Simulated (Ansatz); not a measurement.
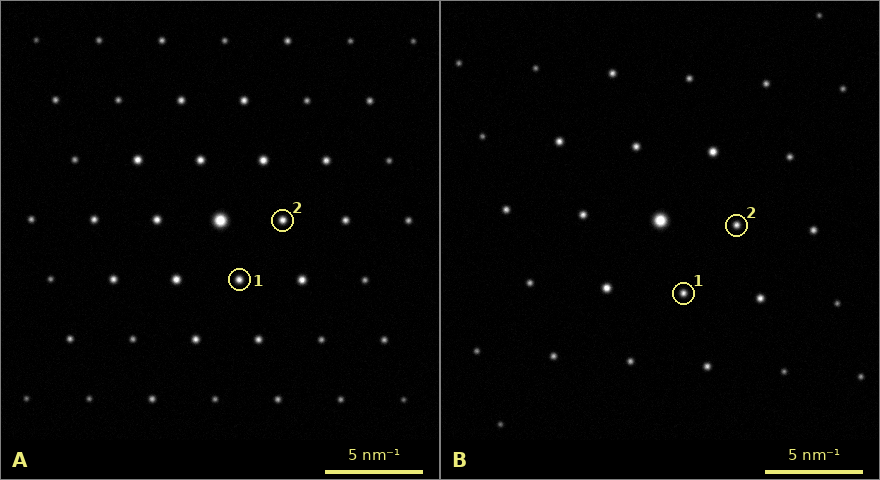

Kinematic electron diffraction patterns (300 kV, B = 0.5 Å², same scale) along [101] of the run's own cell, for the start and the end of one relaxation of LuZnF2 with DFT, PAW plane waves, r2scan in Ansatz. k mesh 7×7×7. The start is a generated model structure, and the relaxation ends in the nearest stationary point of its symmetry, not necessarily the ground state. Spot 1 is -1 0 1 and spot 2 is 0 -1 0 in both.

Start structure:

```
CELL_PARAMETERS angstrom
3.02517 0.00000 0.00000
-1.51258 2.61987 0.00000
0.00000 -1.74658 5.67959
ATOMIC_POSITIONS crystal
Zn 0.00000 0.00000 0.00000
Lu 0.50000 0.00000 0.50000
F 0.22300 0.44600 0.66900
F 0.77700 0.55400 0.33100
```

Which pattern belongs to the start structure, and which to the relaxed one?

B is the start: its cell gives d(1) = 2.504 Å, d(2) = 2.504 Å and an angle of 68.3°. A is the relaxed structure, with d(1) = 3.068 Å (+22.5 %), d(2) = 3.068 Å (+22.5 %) and 71.9°.

Name reflections whose intensity changes strongly on relaxation.

1 -2 -1 goes from 18 to 49 % of the strongest spot; 1 2 -1 goes from 6.5 to 13 % of the strongest spot.

Summarise the relaxation behind the change.

The volume changed by +59.0 % to 17.90 Å³ an atom; with the mean shift removed, the atoms moved by up to 0.48 Å relative to the cell (F most); the space group stayed R-3m (No. 166); the free energy fell by 1300 meV an atom. Relaxed cell: a = 3.790 Å, b = 3.790 Å, c = 6.158 Å, α = 107.92°, β = 90.00°, γ = 120.00°.
